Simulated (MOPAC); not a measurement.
# Excited-state calculation of C7H12OSi2 (part 2 of 4)

The same run, continued: C7H12OSi2, SMILES C=C[SiH2]CC1=CC(=O)[SiH2]C1; INDO/S, RHF, COSMO solvent acetonitrile (MOPAC 23.2.5). The geometry was optimised with PM6-DH2.

Geometry of the input (Å):
```
C  4.2046  -0.0552  -0.5341
C  3.4136  0.2323  0.4970
Si 1.7403  -0.5152  0.8033
C  0.4683  0.5033  -0.1393
C  -0.9644  0.1367  -0.0515
C  -1.4669  -0.9097  0.6598
C  -2.9175  -1.1591  0.6438
O  -3.4024  -2.0983  1.2707
Si -3.6084  0.2613  -0.5023
C  -1.9173  1.0079  -0.8238
H  3.9582  -0.7599  -1.3230
H  5.1815  0.3977  -0.6797
H  3.7445  0.9633  1.2537
H  1.4695  -0.4613  2.2530
H  1.7288  -1.9165  0.3432
H  0.6050  1.5749  0.1713
H  0.7879  0.5161  -1.2172
H  -0.8539  -1.5895  1.2477
H  -4.5254  1.1466  0.2387
H  -4.2550  -0.2867  -1.7082
H  -1.8385  2.0764  -0.5101
H  -1.6456  1.0513  -1.9055
```

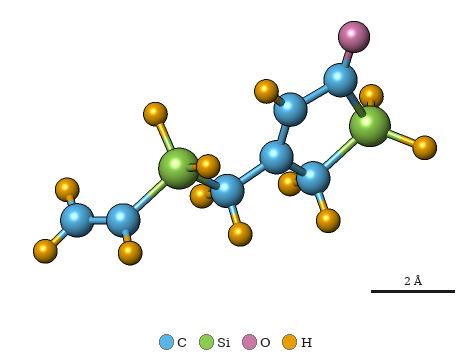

**Figure 1.** The structure as given in the input (ball-and-stick view, seen at a tilt).

Output, continued:
```
  S  C   7  -0.00493    -0.00202     0.02652    -0.00540     0.01455     0.00502
 PX  C   7  -0.04857    -0.02457    -0.07024    -0.00102     0.01123    -0.03186
 PY  C   7   0.22886     0.16259     0.11077     0.06926     0.04306     0.01091
 PZ  C   7   0.32568     0.24080    -0.01394     0.12572    -0.03371    -0.01144

  S  O   8  -0.00449    -0.00266     0.01543    -0.00256     0.01475    -0.00105
 PX  O   8  -0.05180    -0.04674    -0.05722    -0.02249    -0.05384    -0.06082
 PY  O   8   0.32410     0.29218     0.02152     0.16737    -0.05092     0.01681
 PZ  O   8   0.42219     0.38345     0.11603     0.21170     0.02218    -0.01687

  S Si   9   0.00209    -0.00758     0.07146    -0.01879    -0.04691     0.06568
 PX Si   9  -0.02841     0.00178     0.34085    -0.06197    -0.23527     0.26170
 PY Si   9   0.19230    -0.19571    -0.01878    -0.15432    -0.12782     0.10039
 PZ Si   9   0.24641    -0.26636    -0.05300    -0.18851     0.06619    -0.03817

  S  C  10   0.00463    -0.01388     0.11161    -0.02531     0.00869     0.00898
 PX  C  10   0.03535     0.01107    -0.23452     0.05142     0.33706    -0.33316
 PY  C  10  -0.22322     0.07020    -0.22622     0.16723     0.01048    -0.04381
 PZ  C  10  -0.27331     0.02765     0.20293     0.11680     0.03088    -0.01052

  S  H  11  -0.01938     0.01185     0.11563    -0.05285    -0.16176    -0.18997

  S  H  12  -0.01695     0.05335    -0.12815    -0.01132     0.20046     0.24482

  S  H  13  -0.05180     0.09621     0.09995    -0.14504    -0.16747    -0.22904

  S  H  14   0.09691    -0.29224    -0.00983     0.38854    -0.20441    -0.08031

  S  H  15  -0.08459     0.28751    -0.12990    -0.34297    -0.15442    -0.08266

  S  H  16   0.03148     0.06745    -0.17968    -0.17280    -0.15038     0.01407

  S  H  17  -0.03029    -0.03728    -0.08576     0.22669    -0.16310     0.01464

  S  H  18   0.00603    -0.02851     0.22006    -0.04585     0.06692     0.05698

  S  H  19   0.25573    -0.27316    -0.22091    -0.17719     0.08181    -0.10158

  S  H  20  -0.25609     0.30220    -0.05760     0.24914     0.07447    -0.10050

  S  H  21  -0.26270     0.06279    -0.11025     0.16883     0.03381    -0.05841

  S  H  22   0.24714    -0.02609    -0.18980    -0.09842     0.04292    -0.06256

    ROOT NO.   25          26          27          28          29          30

            -9.60073    -9.54968    -9.22661    -0.18420     0.78687     1.17454

  S  C   1  -0.00308    -0.00358    -0.00184     0.00167     0.01304     0.07079
 PX  C   1   0.00876    -0.28099     0.00482     0.00088     0.00030    -0.04968
 PY  C   1   0.01071     0.51579    -0.00366    -0.00285    -0.01165     0.03299
 PZ  C   1  -0.00529    -0.36514     0.00247     0.00217     0.01899     0.02867

  S  C   2   0.01401     0.00865     0.00081    -0.00072    -0.05064    -0.25697
 PX  C   2  -0.03460    -0.29220     0.00198    -0.00120     0.03145     0.19311
 PY  C   2  -0.01309     0.45843    -0.00551     0.00301     0.02932     0.06433
 PZ  C   2  -0.00099    -0.33769     0.00689    -0.00301    -0.01310    -0.00836

  S Si   3  -0.01702    -0.01298    -0.00070     0.00148     0.10967     0.62013
 PX Si   3   0.03532     0.09338     0.00219    -0.00158    -0.01134    -0.00732
 PY Si   3  -0.00275    -0.10489    -0.00196     0.00523     0.01637    -0.02293
 PZ Si   3   0.00674     0.07665    -0.00257     0.00537    -0.01489     0.00940

  S  C   4  -0.03630    -0.06577     0.00105    -0.00062    -0.04688    -0.26628
 PX  C   4   0.02396    -0.14387     0.01340    -0.00506    -0.01728    -0.12199
 PY  C   4   0.05433     0.10656    -0.08104     0.02646     0.01682     0.14582
 PZ  C   4  -0.03785    -0.09303    -0.10772     0.03528    -0.01526    -0.12670

  S  C   5   0.00249     0.02001    -0.00041    -0.00022     0.01508     0.07090
 PX  C   5  -0.04385     0.08893    -0.05117     0.06353    -0.00843     0.06302
 PY  C   5  -0.05857    -0.01690     0.29924    -0.36095     0.03203    -0.00166
 PZ  C   5   0.03742     0.03264     0.40242    -0.48540    -0.02694     0.01045

  S  C   6  -0.10348     0.00482     0.00119     0.00017     0.08973    -0.03874
 PX  C   6   0.26108    -0.00874    -0.07651    -0.02343    -0.09038     0.01582
 PY  C   6   0.03366     0.01427     0.41351     0.12927    -0.01405    -0.00863
 PZ  C   6   0.00972    -0.00291     0.55609     0.17364    -0.00093     0.00881

  S  C   7   0.05757     0.00452     0.00017    -0.00012    -0.31970     0.08766
 PX  C   7  -0.32106     0.00458    -0.00929    -0.06883     0.11690    -0.01966
 PY  C   7   0.12572    -0.00036     0.04889     0.36458    -0.12839     0.02790
 PZ  C   7  -0.13789     0.00173     0.06574     0.49252     0.11143    -0.02505

  S  O   8  -0.00255    -0.00013     0.00013     0.00024     0.03458    -0.01134
 PX  O   8   0.71636    -0.01202     0.04486     0.04439    -0.00510    -0.00718
 PY  O   8  -0.20788     0.00055    -0.23342    -0.23325     0.09245    -0.02663
 PZ  O   8   0.25307    -0.00755    -0.31482    -0.31610    -0.06904     0.01954

  S Si   9   0.07940     0.01978     0.00066    -0.00156     0.61563    -0.08410
 PX Si   9   0.06773     0.05560     0.00218    -0.00304    -0.00755     0.02697
 PY Si   9  -0.24572     0.03225    -0.00300     0.01396    -0.10815     0.06384
 PZ Si   9   0.19049    -0.01586    -0.00493     0.01877     0.07930    -0.04315

  S  C  10  -0.00749    -0.01828    -0.00020     0.00046    -0.20842    -0.01419
 PX  C  10   0.03838    -0.08700     0.01162    -0.00362     0.18158    -0.04703
 PY  C  10   0.03860     0.00968    -0.07433     0.02340     0.08470     0.00119
 PZ  C  10  -0.02301    -0.02193    -0.10098     0.03215    -0.03716    -0.00730

  S  H  11  -0.00961    -0.00902    -0.00095     0.00003    -0.00140    -0.01178

  S  H  12   0.01464     0.01228     0.00211    -0.00133    -0.01053    -0.05501

  S  H  13  -0.01402    -0.01262     0.00202    -0.00126     0.01959     0.09936

  S  H  14  -0.01171     0.06982     0.01453    -0.01036    -0.05317    -0.38689

  S  H  15  -0.01079     0.09754    -0.01640     0.00974    -0.05447    -0.39660

  S  H  16   0.03439     0.03384    -0.12754     0.08976     0.00030     0.07631

  S  H  17   0.03362     0.02718     0.12872    -0.09101     0.00010     0.07511

  S  H  18   0.11200    -0.01398    -0.00037     0.00023    -0.04732     0.00241

  S  H  19  -0.08222    -0.01951    -0.01484    -0.07755    -0.39001     0.05129

  S  H  20  -0.08286    -0.01967     0.01360     0.07958    -0.38951     0.05145

  S  H  21   0.02729    -0.00981    -0.12138     0.08086     0.05880    -0.00276

  S  H  22   0.02732    -0.00594     0.12063    -0.08051     0.05918    -0.00279

    ROOT NO.   31          32          33          34          35          36

             1.51237     2.04750     2.51027     3.44969     3.48581     3.72207

  S  C   1   0.00002     0.00183    -0.03715     0.05021    -0.34637     0.13821
 PX  C   1   0.28757    -0.00244    -0.02519     0.01255     0.07004    -0.04386
 PY  C   1  -0.50408     0.00358     0.06292    -0.03502    -0.01383     0.03915
 PZ  C   1   0.36214    -0.00239    -0.06199     0.03341    -0.07617     0.00026

  S  C   2  -0.00193    -0.00135     0.08386    -0.06456     0.49445    -0.17846
 PX  C   2  -0.29064     0.00231     0.01697    -0.03121    -0.01756     0.02409
 PY  C   2   0.50931    -0.00277    -0.10756     0.06932    -0.01800    -0.07197
 PZ  C   2  -0.36581     0.00183     0.06933    -0.04501     0.00034     0.05253

  S Si   3   0.00819     0.00148    -0.08577     0.03037     0.04415    -0.04699
 PX Si   3  -0.03351     0.00122    -0.11952     0.15512    -0.43181     0.01170
 PY Si   3   0.05684     0.00219     0.07755    -0.14443    -0.19016     0.30009
 PZ Si   3  -0.03380     0.00613    -0.07612     0.13845     0.08289    -0.22864

  S  C   4  -0.13406     0.00589    -0.21097     0.32268    -0.16738    -0.32983
 PX  C   4  -0.02558    -0.00423     0.13706    -0.05581    -0.04570    -0.01457
 PY  C   4   0.04595     0.00639     0.02306    -0.02120     0.04345     0.00650
 PZ  C   4  -0.04559     0.01102     0.00191     0.00721    -0.03675    -0.00707

  S  C   5   0.08083    -0.00811     0.34879    -0.30205    -0.06266     0.05544
 PX  C   5   0.04520     0.05070    -0.04864    -0.08183     0.09552     0.19866
 PY  C   5   0.00464    -0.28391    -0.01522    -0.05086    -0.02954    -0.04562
 PZ  C   5   0.00159    -0.38297    -0.00802     0.02706     0.03352     0.06018

  S  C   6  -0.03966     0.00709    -0.33615     0.09784     0.00531     0.00536
 PX  C   6   0.00033    -0.06805     0.06927     0.18114     0.01186     0.01915
 PY  C   6  -0.01093     0.36308    -0.04142     0.08747     0.02666    -0.02729
 PZ  C   6   0.01513     0.48570     0.05588    -0.03994    -0.01788     0.02301

  S  C   7   0.04508    -0.00705     0.36776     0.29515     0.01971     0.04917
 PX  C   7   0.00121     0.05914     0.03151    -0.10001     0.04892     0.03878
 PY  C   7   0.00614    -0.32286     0.05374     0.05047    -0.01036    -0.00270
 PZ  C   7  -0.01481    -0.43384    -0.04839    -0.05387     0.01510     0.00962

  S  O   8  -0.00674     0.00096    -0.05902    -0.05600    -0.00410    -0.01339
 PX  O   8  -0.00923    -0.02628    -0.07232    -0.02093    -0.00861    -0.01648
 PY  O   8  -0.01190     0.15030    -0.10811    -0.10945    -0.00674    -0.02685
 PZ  O   8   0.01275     0.19946     0.07531     0.07884     0.00352     0.01675

  S Si   9  -0.00862    -0.00257     0.09615     0.08018     0.01889     0.01369
 PX Si   9   0.00958     0.00815    -0.01497    -0.30853    -0.16373    -0.36964
 PY Si   9   0.03865    -0.05030     0.37985     0.31739    -0.05170    -0.09728
 PZ Si   9  -0.02775    -0.05259    -0.27840    -0.26507     0.01219     0.00815

  S  C  10  -0.03246     0.00586    -0.31601     0.18854     0.22127     0.41172
 PX  C  10  -0.02068    -0.00173     0.04853     0.18448    -0.00354    -0.10644
 PY  C  10   0.01202     0.00557     0.06798    -0.05304    -0.02086     0.01205
 PZ  C  10  -0.01137     0.01080    -0.04333     0.06420     0.01479    -0.02366

  S  H  11  -0.00126    -0.00039     0.01532    -0.02819     0.20882    -0.09141

  S  H  12   0.00100    -0.00138     0.02082    -0.02830     0.17099    -0.06640

  S  H  13  -0.00064    -0.00041    -0.03889     0.03618    -0.30451     0.11763

  S  H  14   0.04471    -0.01188     0.07781    -0.09173    -0.13668     0.18237

  S  H  15   0.06154     0.00853     0.07632    -0.08284    -0.14678     0.18338

  S  H  16   0.03443     0.06473     0.08157    -0.13765     0.09166     0.16452

  S  H  17   0.03704    -0.07008     0.07812    -0.13701     0.09174     0.16335

  S  H  18   0.01119    -0.00232     0.15396    -0.09499    -0.04783    -0.06303

  S  H  19   0.00115     0.08517    -0.13785    -0.23005    -0.06652    -0.13837

  S  H  20  -0.00052    -0.07883    -0.13434    -0.21798    -0.07007    -0.15134

  S  H  21   0.00678     0.06894     0.11732    -0.09679    -0.11307    -0.22966

  S  H  22   0.00644    -0.07214     0.11580    -0.09581    -0.11439    -0.23242

    ROOT NO.   37          38          39          40          41          42

             4.03196     4.06747     4.26181     5.00197     5.74276     6.47594

  S  C   1   0.00373     0.11184    -0.05349     0.50699    -0.00044     0.02216
 PX  C   1   0.00045     0.02873    -0.01136     0.16447     0.00576     0.05446
 PY  C   1   0.00174     0.00543     0.02174    -0.05275    -0.00228     0.02602
 PZ  C   1  -0.00222    -0.02972    -0.00904    -0.19865     0.00100    -0.03253

  S  C   2   0.00222     0.03235     0.02928     0.16279     0.01128     0.07929
 PX  C   2   0.00103    -0.02042     0.04396    -0.23335    -0.00757     0.11530
 PY  C   2  -0.00351    -0.01532    -0.03758     0.03145     0.01282     0.08855
 PZ  C   2   0.00238     0.01404     0.01899     0.21998    -0.00809     0.10368

  S Si   3  -0.00044    -0.00110     0.00734    -0.04102    -0.02802     0.09259
 PX Si   3  -0.01270    -0.11492    -0.14529    -0.24929     0.08882    -0.14629
 PY Si   3   0.03091     0.40361     0.24344    -0.23872    -0.19734     0.24430
 PZ Si   3   0.01873     0.60600    -0.13631    -0.04257     0.16006    -0.22122

  S  C   4  -0.01441     0.00185    -0.20853    -0.06118     0.03109     0.16497
 PX  C   4  -0.00534     0.01389    -0.17219    -0.01047     0.37402     0.00186
 PY  C   4  -0.00123    -0.01562    -0.01912    -0.01615     0.01044     0.45518
 PZ  C   4  -0.00196    -0.02357    -0.00950     0.00706     0.04022    -0.37773

  S  C   5  -0.00478     0.01335    -0.22690    -0.03854     0.37938     0.10958
 PX  C   5   0.01075    -0.00365     0.09061     0.02461     0.01506    -0.00317
 PY  C   5  -0.01467    -0.00215     0.16542     0.01760     0.16970    -0.05310
 PZ  C   5  -0.02811     0.01567    -0.10905    -0.00917    -0.12542     0.04211

  S  C   6   0.01435    -0.03049     0.47658     0.02958     0.25522     0.00133
 PX  C   6  -0.00536    -0.00631     0.08022     0.00434    -0.00476    -0.03112
 PY  C   6   0.02353    -0.00108    -0.02482     0.01273    -0.28140    -0.08099
 PZ  C   6   0.03430    -0.00747     0.02576    -0.00900     0.20862     0.05490

  S  C   7  -0.00590    -0.00271    -0.00740    -0.00557    -0.04613    -0.01762
 PX  C   7   0.00963     0.02032    -0.28616    -0.00018    -0.18843    -0.04772
 PY  C   7  -0.08646     0.00006     0.05775    -0.00173     0.05344     0.01414
 PZ  C   7  -0.11974     0.01251    -0.07653     0.00124    -0.06618    -0.01693

  S  O   8   0.00090     0.00111    -0.00627     0.00130     0.00193     0.00235
 PX  O   8  -0.00353    -0.00261     0.04661     0.00206     0.02159     0.00327
 PY  O   8   0.03113     0.00180    -0.03048     0.00208    -0.01340     0.00075
 PZ  O   8   0.04012    -0.00493     0.02704    -0.00122     0.01307    -0.00009

  S Si   9  -0.00185     0.00116    -0.01433     0.00396    -0.05986     0.01115
 PX Si   9  -0.07650    -0.00358     0.19956     0.03927    -0.23134     0.08438
 PY Si   9   0.43548    -0.03682     0.20908     0.00821    -0.02553     0.03361
 PZ Si   9   0.59356    -0.01463    -0.15626    -0.00104    -0.01143    -0.01493

  S  C  10   0.00175     0.00920    -0.17123    -0.01646    -0.05166     0.05332
 PX  C  10   0.00264    -0.00907     0.16508     0.03441    -0.34251     0.04779
 PY  C  10  -0.00342     0.00419    -0.07202    -0.01930     0.07358     0.15168
 PZ  C  10  -0.00185    -0.00170     0.07587     0.01886    -0.10263    -0.09133

  S  H  11  -0.00170    -0.05713     0.03837    -0.42338     0.00383     0.00889

  S  H  12  -0.00423    -0.11279     0.03212    -0.42286    -0.00398    -0.07702

  S  H  13  -0.00366    -0.06653    -0.02550    -0.15494    -0.00513    -0.18161

  S  H  14  -0.01646    -0.47453     0.07696     0.00769    -0.06461     0.09268

  S  H  15   0.02707     0.43063     0.14118    -0.13986    -0.06604     0.08446

  S  H  16   0.01130    -0.03988     0.10480     0.06255    -0.05983    -0.35584

  S  H  17   0.00315     0.04146     0.11218     0.03928    -0.06168    -0.39125

  S  H  18  -0.01074     0.02153    -0.37455    -0.03487    -0.37884    -0.04669

  S  H  19  -0.45305     0.02002     0.05759     0.01217    -0.06436     0.02023

  S  H  20   0.45981    -0.02043     0.02916     0.01181    -0.06309     0.01914

  S  H  21  -0.05011    -0.00348     0.09585     0.01419     0.00612    -0.12669

  S  H  22   0.04767    -0.00545     0.09278     0.01479     0.00436    -0.11053

    ROOT NO.   43          44          45          46          47          48

             6.65336     6.81121     6.85440     7.13584     7.73110     8.55410

  S  C   1   0.00348     0.00035     0.00825    -0.01394    -0.00437     0.00020
 PX  C   1   0.00236     0.00787     0.04279    -0.18687     0.44232     0.00022
 PY  C   1  -0.00492     0.00791     0.02621    -0.15308     0.43638     0.00116
 PZ  C   1  -0.00577     0.00228    -0.00244    -0.07172     0.25776     0.00284

  S  C   2   0.00157     0.00738     0.03791    -0.08306    -0.05593    -0.00335
 PX  C   2  -0.00993     0.02462     0.09502    -0.34325    -0.21038     0.00107
 PY  C   2  -0.00860     0.02320     0.09074    -0.37695    -0.21131     0.00437
 PZ  C   2  -0.00373     0.01672     0.06981    -0.22980    -0.12489     0.00097

  S Si   3   0.00172     0.00902     0.04765    -0.04398    -0.02719     0.01033
 PX Si   3  -0.01815     0.00831    -0.00017    -0.39071    -0.10088    -0.00480
 PY Si   3  -0.00829     0.03016     0.12264    -0.05411    -0.04545     0.03183
 PZ Si   3  -0.02547    -0.00844    -0.10660     0.02633    -0.00542    -0.02473

  S  C   4   0.00670     0.00549     0.03534     0.01628    -0.00453     0.03697
 PX  C   4  -0.06539     0.01565    -0.11204    -0.00274     0.00579    -0.12926
 PY  C   4   0.40069    -0.18362     0.13849     0.18168     0.03455    -0.00992
 PZ  C   4   0.47550    -0.26934    -0.04653    -0.17561    -0.02838    -0.00877

  S  C   5   0.00438    -0.01726    -0.09729    -0.01634    -0.00549    -0.02973
 PX  C   5   0.00507    -0.01112     0.01309     0.05625     0.02218    -0.18360
 PY  C   5  -0.02594     0.07208     0.02290     0.00061    -0.00119     0.00471
 PZ  C   5  -0.02832     0.08582    -0.03859     0.01118     0.00411    -0.02796

  S  C   6   0.00022    -0.00175    -0.00541     0.00714     0.00132    -0.07512
 PX  C   6  -0.00254     0.00833     0.02797     0.00864     0.00238     0.58911
 PY  C   6   0.00292    -0.00054     0.09675     0.01211     0.00417    -0.13517
 PZ  C   6   0.01086    -0.03416    -0.06256    -0.00929    -0.00285     0.18194

  S  C   7  -0.00092     0.00213     0.01061     0.00002     0.00083     0.22908
 PX  C   7  -0.00170     0.00861     0.04854     0.01700     0.00511     0.40114
 PY  C   7   0.00008     0.00182     0.00036    -0.00176    -0.00177    -0.19163
 PZ  C   7  -0.00147     0.00418     0.00581     0.00386     0.00202     0.19728

  S  O   8   0.00018     0.00070     0.00483     0.00157    -0.00017    -0.07645
 PX  O   8   0.00024     0.00109     0.00752     0.00091    -0.00052    -0.10142
 PY  O   8  -0.00005     0.00142     0.01040     0.00284    -0.00013    -0.10579
 PZ  O   8  -0.00037    -0.00130    -0.00661    -0.00200     0.00003     0.06398

  S Si   9   0.00033    -0.01352    -0.08289    -0.01160     0.00072     0.05656
 PX Si   9   0.00013    -0.06944    -0.38991    -0.04693     0.00350     0.12143
 PY Si   9   0.01569     0.00397    -0.12894    -0.02428    -0.00217    -0.18832
 PZ Si   9   0.01954     0.04098     0.03443     0.01184     0.00209     0.15703

  S  C  10   0.00165    -0.02367    -0.13846    -0.02100     0.00009    -0.03591
 PX  C  10   0.03635     0.00821    -0.37469    -0.04439     0.00627    -0.05270
 PY  C  10  -0.18226    -0.43490    -0.35105    -0.09589    -0.01564     0.01411
 PZ  C  10  -0.25633    -0.45448     0.33817     0.06108     0.01219    -0.01681

  S  H  11  -0.01104     0.01100     0.02737    -0.19289     0.44765     0.00183

  S  H  12  -0.00106    -0.01129    -0.05515     0.22707    -0.42354    -0.00050

  S  H  13   0.01329    -0.03555    -0.13748     0.49053     0.20628    -0.00239

  S  H  14   0.00143     0.00823     0.04394    -0.03857    -0.00123     0.01145

  S  H  15   0.00181     0.00767     0.03942    -0.02400    -0.02223     0.01183

  S  H  16  -0.46109     0.20742    -0.10753    -0.10234    -0.01566     0.01167

  S  H  17   0.42526    -0.22421    -0.03069    -0.14115    -0.02178     0.01232

  S  H  18  -0.00294     0.01360     0.07452    -0.02274    -0.00579    -0.36451

  S  H  19  -0.00713    -0.02649    -0.08514    -0.00876     0.00114     0.04329
```
